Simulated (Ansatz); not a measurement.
# Geometry relaxation of Al6N (charge −1)

System: Al6N, charge −1.
Method: RKS PBE0-D4/def2-SVPD (Ansatz 0.2.0).

The geometry: GFN2-xTB start.

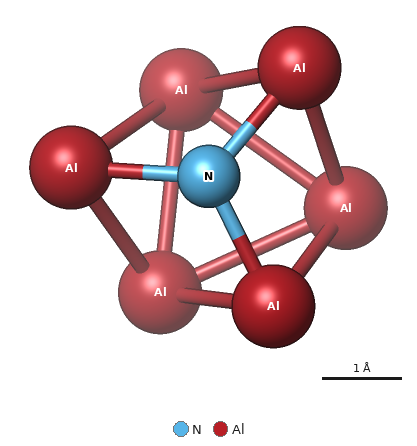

Figure 1. The input geometry (ball-and-stick view, seen at a tilt). Sticks mark near contacts. Bond lengths as drawn: Al–Al 2.59 to 2.64 Å and Al–N 1.84 to 1.85 Å.

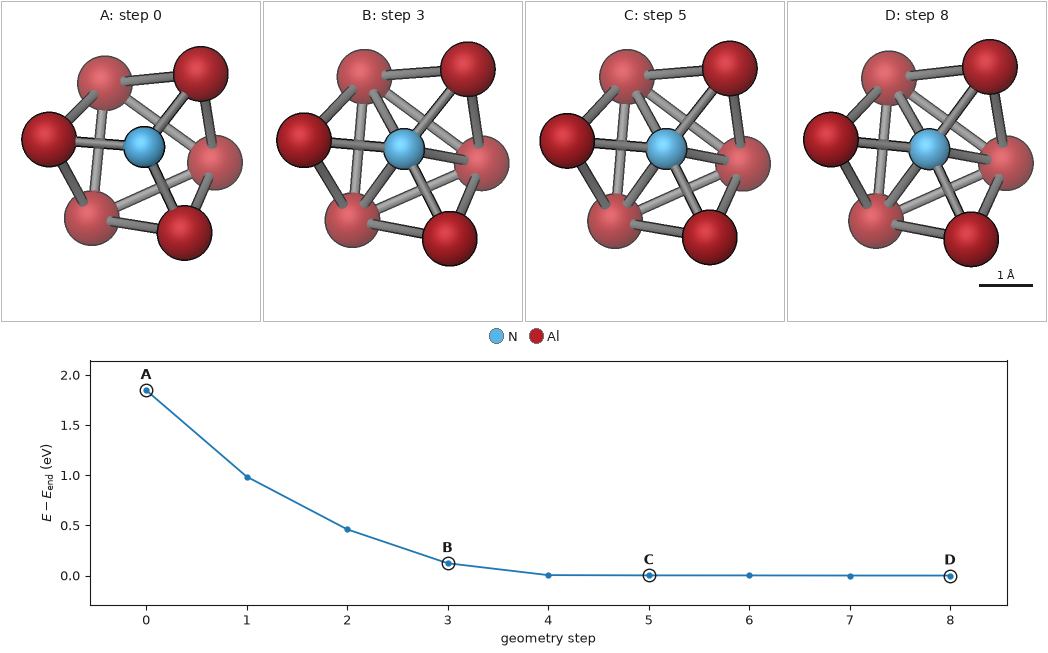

Figure 2. Frames of the relaxation (ball-and-stick view, seen on its broad side) above the curves, on which the letters mark them (the first geometry is step 0 here and step 1 in the log).

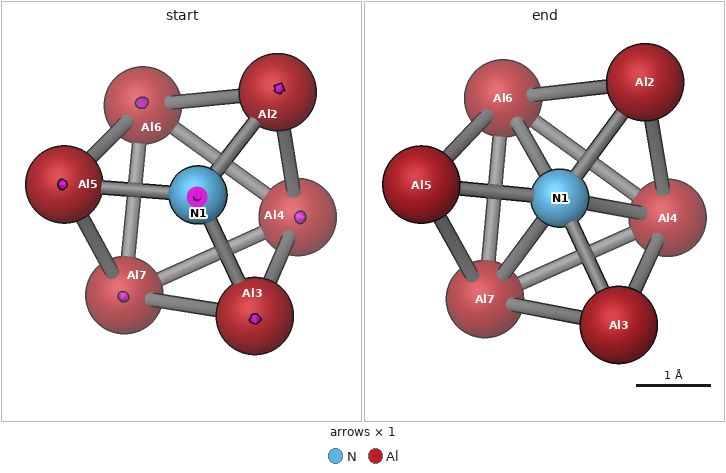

Figure 3. Before (left) and after (right) the relaxation, at one scale (ball-and-stick view, seen on its broad side). The pink arrows give the displacements, at true length. The atom that moves furthest after the best rigid fit is N1 (0.73 Å). By element the largest moves are N 0.73 Å, Al 0.19 Å. Among the contacts that change: N1–Al4 2.873 → 2.210 Å, N1–Al6 2.827 → 2.199 Å, N1–Al7 2.837 → 2.221 Å, Al4–Al6 2.595 → 2.762 Å. New bonds form: N1–Al4 (2.87 → 2.21 Å), N1–Al6 (2.83 → 2.20 Å). Among the angles that change: N1–Al3–Al4 78.0° → 54.8°, N1–Al5–Al7 76.5° → 55.1°, N1–Al3–Al7 76.2° → 55.0°. The energy falls by 1.848 eV in 8 geometry steps. Largest force component: 1.5 eV/Å at the start, 0.004 eV/Å at the end. (Atoms are counted from 1 in the order of the input.)

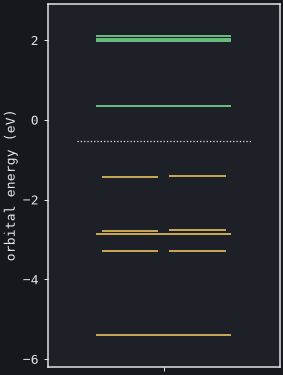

Figure 4. Orbital energies near the frontier; the dotted line parts filled from empty levels, and levels within 0.02 eV of each other stand side by side. Highest filled −1.42 eV, lowest empty 0.34 eV, 1.76 eV apart.

The input and output of the run follow.

## Input
```yaml
crystal:
  periodic: [false, false, false]
  atoms:
    - {symbol: N, position_ang: [-0.368270, 0.166470, 1.135540]}
    - {symbol: Al, position_ang: [-0.439400, 1.874490, 0.430540]}
    - {symbol: Al, position_ang: [1.374130, -0.421730, 1.338900]}
    - {symbol: Al, position_ang: [1.474370, 0.786350, -0.979160]}
    - {symbol: Al, position_ang: [-1.600070, -1.073080, 0.544280]}
    - {symbol: Al, position_ang: [-0.993650, 0.302850, -1.618020]}
    - {symbol: Al, position_ang: [0.552890, -1.635360, -0.852080]}
basis:
  gaussian: {orbitals: def2-SVPD}
total_charge: -1
hamiltonian: {xc: pbe0, dispersion: d4}
scf: {lower_state_search: "off"}
output: {orbitals: {seedname: orbitals}}
relax: {f_tol: 0.02, max_steps: 100}
```

Run as:
```bash
ansatz run in.yaml --threads 4 --pin off --events-out ev --progress --plain --max-ram 4787MiB
```

## Log
```
Functional definition: PBE0
  name "PBE0"
  cite "Adamo & Barone, J. Chem. Phys. 110, 6158 (1999) doi:10.1063/1.478522"
  cite "Perdew, Burke & Ernzerhof, Phys. Rev. Lett. 77, 3865 (1996) doi:10.1103/PhysRevLett.77.3865"
  parent pbe
  parameter a = 0.25
  parameter kappa = 0.804
  parameter beta = 0.06672455060314922
  exchange = (1 - a)*pbe_x(kappa = kappa, mu = beta*pi^2/3) + a*exact_x
  correlation = pbe_c(beta = beta)
these checks for a lower state are left out or cut short: stability, starts, cluster_reference, orbital_swaps, neighbouring_geometries, increment
1556 factors; integrals over basis functions are off by at most 2.9e-4 eV
mean field evaluation 1: about -41034.5491 eV, gradient 4.2e1 eV
mean field evaluation 2: about -41000.2649 eV, gradient 1.1e2 eV
mean field evaluation 4: about -41037.0347 eV, gradient 1.8e1 eV
mean field evaluation 8: about -41038.7405 eV, gradient 3.6e-1 eV
mean field evaluation 16: about -41038.8600 eV, gradient 1.9e-1 eV
mean field -41038.87472317 eV, -1508.1508289281 hartree, gradient 2.8e-6 eV, S^2 0.000000; 0 other end points of the search recorded, 0 dependent functions left out
the calculation of the forces begins
reference -41038.87475493 eV, -1508.1508300952 hartree; 43, 43 occupied and 121, 121 virtual orbitals, 1556 factors
relax step   1: F+E_penalty+E_count = -41039.24766574 eV  Δ(F+E_penalty+E_count) = +0.000e0 eV  max|allowed force component| = 1.451e0 eV/Å  Δτ_max = 0.0000 Å  (68 SCF iters, accepted)
these checks for a lower state are left out or cut short: stability, starts, cluster_reference, orbital_swaps, neighbouring_geometries, increment
1556 factors; integrals over basis functions are off by at most 2.8e-4 eV
mean field evaluation 32: about -41039.7397 eV, gradient 2.7e-3 eV
mean field -41039.73967607 eV, -1508.1826153610 hartree, gradient 4.1e-6 eV, S^2 0.000000; 0 other end points of the search recorded, 0 dependent functions left out
the calculation of the forces begins
reference -41039.73970900 eV, -1508.1826165712 hartree; 43, 43 occupied and 121, 121 virtual orbitals, 1556 factors
relax step   2: F+E_penalty+E_count = -41040.10897301 eV  Δ(F+E_penalty+E_count) = -8.613e-1 eV  max|allowed force component| = 2.168e0 eV/Å  Δτ_max = 0.1950 Å  (40 SCF iters, accepted)
these checks for a lower state are left out or cut short: stability, starts, cluster_reference, orbital_swaps, neighbouring_geometries, increment
1556 factors; integrals over basis functions are off by at most 2.5e-4 eV
mean field -41040.26861942 eV, -1508.2020536704 hartree, gradient 2.6e-6 eV, S^2 0.000000; 0 other end points of the search recorded, 0 dependent functions left out
the calculation of the forces begins
reference -41040.26865169 eV, -1508.2020548565 hartree; 43, 43 occupied and 121, 121 virtual orbitals, 1556 factors
relax step   3: F+E_penalty+E_count = -41040.63477550 eV  Δ(F+E_penalty+E_count) = -5.258e-1 eV  max|allowed force component| = 1.627e0 eV/Å  Δτ_max = 0.1950 Å  (31 SCF iters, accepted)
these checks for a lower state are left out or cut short: stability, starts, cluster_reference, orbital_swaps, neighbouring_geometries, increment
1556 factors; integrals over basis functions are off by at most 2.2e-4 eV
mean field -41040.60793696 eV, -1508.2145233600 hartree, gradient 1.8e-6 eV, S^2 0.000000; 0 other end points of the search recorded, 0 dependent functions left out
the calculation of the forces begins
reference -41040.60796854 eV, -1508.2145245207 hartree; 43, 43 occupied and 121, 121 virtual orbitals, 1556 factors
relax step   4: F+E_penalty+E_count = -41040.97302869 eV  Δ(F+E_penalty+E_count) = -3.383e-1 eV  max|allowed force component| = 7.656e-1 eV/Å  Δτ_max = 0.1950 Å  (29 SCF iters, accepted)
these checks for a lower state are left out or cut short: stability, starts, cluster_reference, orbital_swaps, neighbouring_geometries, increment
1556 factors; integrals over basis functions are off by at most 2.1e-4 eV
mean field -41040.72584482 eV, -1508.2188563939 hartree, gradient 2.5e-6 eV, S^2 0.000000; 0 other end points of the search recorded, 0 dependent functions left out
the calculation of the forces begins
reference -41040.72587613 eV, -1508.2188575445 hartree; 43, 43 occupied and 121, 121 virtual orbitals, 1556 factors
relax step   5: F+E_penalty+E_count = -41041.09143037 eV  Δ(F+E_penalty+E_count) = -1.184e-1 eV  max|allowed force component| = 1.317e-1 eV/Å  Δτ_max = 0.1549 Å  (27 SCF iters, accepted)
these checks for a lower state are left out or cut short: stability, starts, cluster_reference, orbital_swaps, neighbouring_geometries, increment
1556 factors; integrals over basis functions are off by at most 2.1e-4 eV
mean field evaluation 64: about -41040.7283 eV, gradient 1.2e-1 eV
mean field -41040.72838295 eV, -1508.2189496684 hartree, gradient 1.4e-6 eV, S^2 0.000000; 0 other end points of the search recorded, 0 dependent functions left out
the calculation of the forces begins
reference -41040.72841425 eV, -1508.2189508190 hartree; 43, 43 occupied and 121, 121 virtual orbitals, 1556 factors
relax step   6: F+E_penalty+E_count = -41041.09399245 eV  Δ(F+E_penalty+E_count) = -2.562e-3 eV  max|allowed force component| = 3.839e-2 eV/Å  Δτ_max = 0.0114 Å  (27 SCF iters, accepted)
these checks for a lower state are left out or cut short: stability, starts, cluster_reference, orbital_swaps, neighbouring_geometries, increment
1556 factors; integrals over basis functions are off by at most 2.2e-4 eV
mean field -41040.72877614 eV, -1508.2189641179 hartree, gradient 1.7e-6 eV, S^2 0.000000; 0 other end points of the search recorded, 0 dependent functions left out
the calculation of the forces begins
reference -41040.72880742 eV, -1508.2189652676 hartree; 43, 43 occupied and 121, 121 virtual orbitals, 1556 factors
relax step   7: F+E_penalty+E_count = -41041.09440376 eV  Δ(F+E_penalty+E_count) = -4.113e-4 eV  max|allowed force component| = 7.913e-2 eV/Å  Δτ_max = 0.0503 Å  (25 SCF iters, accepted)
these checks for a lower state are left out or cut short: stability, starts, cluster_reference, orbital_swaps, neighbouring_geometries, increment
1556 factors; integrals over basis functions are off by at most 2.2e-4 eV
mean field -41040.72984456 eV, -1508.2190033817 hartree, gradient 1.3e-6 eV, S^2 0.000000; 0 other end points of the search recorded, 0 dependent functions left out
the calculation of the forces begins
reference -41040.72987584 eV, -1508.2190045313 hartree; 43, 43 occupied and 121, 121 virtual orbitals, 1556 factors
relax step   8: F+E_penalty+E_count = -41041.09550939 eV  Δ(F+E_penalty+E_count) = -1.106e-3 eV  max|allowed force component| = 2.991e-2 eV/Å  Δτ_max = 0.0139 Å  (26 SCF iters, accepted)
these checks for a lower state are left out or cut short: stability, starts, cluster_reference, orbital_swaps, neighbouring_geometries, increment
1556 factors; integrals over basis functions are off by at most 2.3e-4 eV
mean field -41040.73018914 eV, -1508.2190160449 hartree, gradient 1.6e-6 eV, S^2 0.000000; 0 other end points of the search recorded, 0 dependent functions left out
the calculation of the forces begins
reference -41040.73022042 eV, -1508.2190171945 hartree; 43, 43 occupied and 121, 121 virtual orbitals, 1556 factors
relax step   9: F+E_penalty+E_count = -41041.09583881 eV  Δ(F+E_penalty+E_count) = -3.294e-4 eV  max|allowed force component| = 3.989e-3 eV/Å  Δτ_max = 0.0184 Å  (26 SCF iters, accepted)
Total energy: -41041.09587009 eV, -1508.2324545720 hartree
Atom 0 at    -0.139460     0.079937     0.452043 Å, force     0.000717    -0.003097    -0.000454 eV/Å
Atom 1 at    -0.504631     2.015156     0.456058 Å, force    -0.000951    -0.000072    -0.001382 eV/Å
Atom 2 at     1.435465    -0.487465     1.474911 Å, force    -0.000246    -0.000681    -0.003989 eV/Å
Atom 3 at     1.497807     0.854534    -0.813600 Å, force    -0.001316     0.001006     0.002895 eV/Å
Atom 4 at    -1.683436    -1.122743     0.635677 Å, force     0.002661     0.002343    -0.001339 eV/Å
Atom 5 at    -1.132226     0.349966    -1.491492 Å, force     0.001354    -0.000637     0.001218 eV/Å
Atom 6 at     0.526481    -1.689395    -0.713598 Å, force    -0.002219     0.001137     0.003052 eV/Å
Dipole moment:     0.065570    -0.037305    -0.209344 e Å
Checks for a lower state left out: stability, starts, cluster_reference, orbital_swaps, neighbouring_geometries, increment
```

## Trajectory as extended XYZ (Å, eV, eV/Å), 9 frames, from step=1 to step=9
```
7
Properties=species:S:1:pos:R:3:forces:R:3 step=1 energy=-41039.24767
N    -0.3683    0.1665    1.1355    0.5753  -0.4000  -1.3193
Al   -0.4394    1.8745    0.4305   -0.0454   1.2267  -0.1036
Al    1.3741   -0.4217    1.3389    0.7053  -0.1611   1.4507
Al    1.4744    0.7863   -0.9792    0.7699   0.6580  -0.1212
Al   -1.6001   -1.0731    0.5443   -0.9822  -0.8760   0.1862
Al   -0.9937    0.3029   -1.6180   -1.0846   0.3673   0.0032
Al    0.5529   -1.6354   -0.8521    0.0617  -0.8148  -0.0960
7
Properties=species:S:1:pos:R:3:forces:R:3 step=2 energy=-41040.10897
N    -0.3152    0.1341    0.9507    0.7840  -0.3898  -2.1683
Al   -0.4316    1.9369    0.4235   -0.2378   0.8594   0.1248
Al    1.4135   -0.4298    1.4466    0.5023  -0.2063   0.5618
Al    1.5135    0.8236   -0.9611   -0.0459   0.0171   0.4108
Al   -1.6504   -1.1297    0.5624   -0.6986  -0.4715   0.2445
Al   -1.0795    0.3330   -1.5850   -0.2829   0.1525   0.3729
Al    0.5497   -1.6681   -0.8370   -0.0211   0.0386   0.4535
7
Properties=species:S:1:pos:R:3:forces:R:3 step=3 energy=-41040.63477
N    -0.2587    0.1029    0.7667    0.7538  -0.3461  -1.6273
Al   -0.4345    1.9892    0.4261   -0.1070   0.1558   0.0666
Al    1.4487   -0.4396    1.5277   -0.2071   0.0075  -0.1338
Al    1.5358    0.8518   -0.9360   -0.3978  -0.2901   0.4950
Al   -1.6944   -1.1686    0.5826   -0.0810  -0.0272   0.0948
Al   -1.1412    0.3559   -1.5537    0.1308  -0.0045   0.5853
Al    0.5444   -1.6914   -0.8134   -0.0917   0.5047   0.5193
7
Properties=species:S:1:pos:R:3:forces:R:3 step=4 energy=-41040.97303
N    -0.1986    0.0739    0.5834    0.4408  -0.1667  -0.7656
Al   -0.4412    2.0074    0.4431   -0.0386  -0.0611  -0.0152
Al    1.4386   -0.4404    1.5492   -0.2939   0.0358  -0.3794
Al    1.5225    0.8466   -0.8979   -0.2865  -0.2235   0.3773
Al   -1.7045   -1.1753    0.6061    0.1239   0.0837  -0.0486
Al   -1.1566    0.3644   -1.5092    0.1121  -0.0154   0.4284
Al    0.5398   -1.6765   -0.7746   -0.0576   0.3471   0.4030
7
Properties=species:S:1:pos:R:3:forces:R:3 step=5 energy=-41041.09143
N    -0.1527    0.0634    0.4359    0.0080   0.0637   0.1317
Al   -0.4517    2.0170    0.4541   -0.0148  -0.0038   0.0217
Al    1.4085   -0.4480    1.5088   -0.0538  -0.0005  -0.0727
Al    1.5043    0.8318   -0.8411    0.0263   0.0219  -0.0102
Al   -1.6877   -1.1689    0.6147    0.0407   0.0154  -0.0170
Al   -1.1647    0.3717   -1.4574   -0.0150  -0.0021  -0.0482
Al    0.5440   -1.6670   -0.7149    0.0086  -0.0945  -0.0053
7
Properties=species:S:1:pos:R:3:forces:R:3 step=6 energy=-41041.09399
N    -0.1535    0.0701    0.4451    0.0017   0.0384   0.0215
Al   -0.4563    2.0196    0.4569   -0.0161   0.0078   0.0190
Al    1.4055   -0.4516    1.5025   -0.0041  -0.0086  -0.0265
Al    1.5036    0.8338   -0.8420   -0.0056  -0.0073   0.0009
Al   -1.6815   -1.1656    0.6141    0.0086   0.0067  -0.0065
Al   -1.1622    0.3715   -1.4619    0.0145  -0.0133  -0.0098
Al    0.5443   -1.6778   -0.7147    0.0009  -0.0236   0.0014
7
Properties=species:S:1:pos:R:3:forces:R:3 step=7 energy=-41041.09440
N    -0.1382    0.0888    0.4553   -0.0528  -0.0791  -0.0196
Al   -0.5011    2.0197    0.4522    0.0231   0.0251   0.0131
Al    1.4247   -0.4926    1.4806    0.0213   0.0431  -0.0015
Al    1.5009    0.8501   -0.8266   -0.0132  -0.0032   0.0518
Al   -1.6818   -1.1364    0.6315    0.0521   0.0521  -0.0144
Al   -1.1360    0.3541   -1.4816   -0.0130  -0.0230  -0.0078
Al    0.5314   -1.6837   -0.7114   -0.0174  -0.0150  -0.0216
7
Properties=species:S:1:pos:R:3:forces:R:3 step=8 energy=-41041.09551
N    -0.1433    0.0835    0.4522   -0.0172  -0.0299  -0.0110
Al   -0.4910    2.0205    0.4576    0.0001   0.0085  -0.0025
Al    1.4229   -0.4789    1.4824    0.0128   0.0007   0.0015
Al    1.4992    0.8460   -0.8247   -0.0047   0.0022   0.0101
Al   -1.6797   -1.1383    0.6267    0.0071   0.0127   0.0059
Al   -1.1402    0.3547   -1.4800   -0.0007   0.0061  -0.0065
Al    0.5320   -1.6875   -0.7142    0.0026  -0.0003   0.0024
7
Properties=species:S:1:pos:R:3:forces:R:3 step=9 energy=-41041.09584
N    -0.1395    0.0799    0.4520    0.0007  -0.0031  -0.0005
Al   -0.5046    2.0152    0.4561   -0.0010  -0.0001  -0.0014
Al    1.4355   -0.4875    1.4749   -0.0002  -0.0007  -0.0040
Al    1.4978    0.8545   -0.8136   -0.0013   0.0010   0.0029
Al   -1.6834   -1.1227    0.6357    0.0027   0.0023  -0.0013
Al   -1.1322    0.3500   -1.4915    0.0014  -0.0006   0.0012
Al    0.5265   -1.6894   -0.7136   -0.0022   0.0011   0.0031
```

## Results in brief

```json
{"quantity": "outcome", "value": "converged"}
{"quantity": "total energy", "value": "−41041.0959 eV"}
{"quantity": "mean-field energy", "value": "−41040.7302 eV"}
{"quantity": "dispersion energy", "value": "−0.3656 eV"}
{"quantity": "HOMO", "value": "−1.42 eV"}
{"quantity": "LUMO", "value": "0.34 eV"}
{"quantity": "largest force (length of the vector) at the end", "value": "0.004 eV/Å"}
{"quantity": "hardware", "value": "4 threads of Arm Neoverse V2, 23 GiB of memory available, shared host"}
{"quantity": "wall time", "value": "35 s (CPU time 2.2 min)"}
{"quantity": "peak memory", "value": "0.55 GiB"}
```
